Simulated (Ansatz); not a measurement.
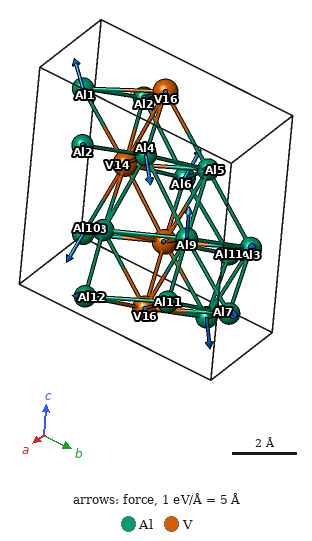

Starting geometry of crystalline Al13V3 (a generated structure, set up in P1) (coarse preliminary run) with the computed forces as blue arrows. The picture is a ball-and-stick view of the cell of the calculation, seen slightly off an axis.

Case: elements placed on the fcc lattice with like neighbours, relaxed further on a centred mesh.

Method: Ansatz, DFT PBE, scalar-relativistic, plane waves, PAW.

The input:
```yaml
crystal:
  lattice:
    - [-3.9623753342, 3.9632679253, -3.9594855682]
    - [3.9582474631, 3.9671311704, 3.9674766844]
    - [3.970561719, -3.9712590415, -3.9756630692]
  atoms:
    - { symbol: Al, position: [0.2550802729, 0.0145880963, 0.7450943607] }
    - { symbol: Al, position: [0.0040175604, 0.2509527199, 0.752387959] }
    - { symbol: Al, position: [0.4843846373, 0.9910723841, 0.4925333665] }
    - { symbol: Al, position: [0.7347006406, 0.4940050506, 0.7559104215] }
    - { symbol: Al, position: [0.4981242872, 0.745082155, 0.7484341242] }
    - { symbol: Al, position: [0.0104769588, 0.4936839479, 0.4898449784] }
    - { symbol: Al, position: [0.7580341364, 0.9909607939, 0.2504839133] }
    - { symbol: Al, position: [0.4983050566, 0.2510439018, 0.2505173744] }
    - { symbol: Al, position: [0.7346758524, 0.738186693, 0.4794792237] }
    - { symbol: Al, position: [0.0109762872, 0.0145339067, 0.0213902482] }
    - { symbol: Al, position: [0.0001648217, 0.7489619108, 0.2505032385] }
    - { symbol: Al, position: [0.7581520027, 0.2648716282, 0.008419646] }
    - { symbol: Al, position: [0.2547339624, 0.7382267361, 0.0105534221] }
    - { symbol: V, position: [0.2557707571, 0.2600638873, 0.5059551491] }
    - { symbol: V, position: [0.2555537756, 0.493429722, 0.2503448439] }
    - { symbol: V, position: [0.4890932289, 0.4934737405, 0.9949553154] }
  symmetry: { detect: false }
basis:
  ecutwfc: 420
kpoints:
  mp_grid: { grid: [4, 4, 4] }
hamiltonian:
  xc: pbe
scf:
  occupations: { method: gaussian, width: 0.1 }
  lower_state_search: "off"
output:
  forces: true
  stress: true
  eigenvalues: true
relax:
  adjacent_minimum: "off"
  f_tol: 0.04
  max_steps: 25
  cell: { stress_tol: 0.3 }
```

Launched with:
```bash
ansatz run input.yaml --threads 4 --pin off --max-ram 9216MiB --backend cpu --events-out ev --progress --plain --runs-dir out
```

Question: Is this structure relaxed? If not, where do the atoms go?

Answer: It isn't relaxed: the largest force vector, on Al6, is 0.22 eV/Å. The atoms end up moving mostly along the starting forces (cosine between the two patterns 0.96). The largest moves relative to the cell, 0.034 Å, are those of Al1, Al4, Al6, Al9 and Al10. Al6 goes along [−1 1 3]. By element the largest moves are Al 0.034 Å, V 0.003 Å. The volume changes by −0.4 %, with a 6.862 → 6.851 Å (−0.2 %), b 6.866 → 6.852 Å (−0.2 %), c 6.881 → 6.883 Å (0.0 %). Near-neighbour distances that change, for instance: Al1–Al13 3.043 → 2.976 Å, Al4–Al9 2.926 → 2.875 Å, Al1–Al10 2.923 → 2.875 Å, Al10–V14 2.721 → 2.750 Å. The space group stays R32 (No. 155). The energy falls by 25.1 meV per cell of the calculation in 2 accepted moves (3 points after the start). Largest force component: 0.19 eV/Å at the start, 0.012 eV/Å at the end. The pressure goes from −0.24 to −0.07 GPa. At 1 point the geometry stayed and the basis and grid were re-selected for the new cell (energy shift of 0.4 meV per cell of the calculation at most each time).
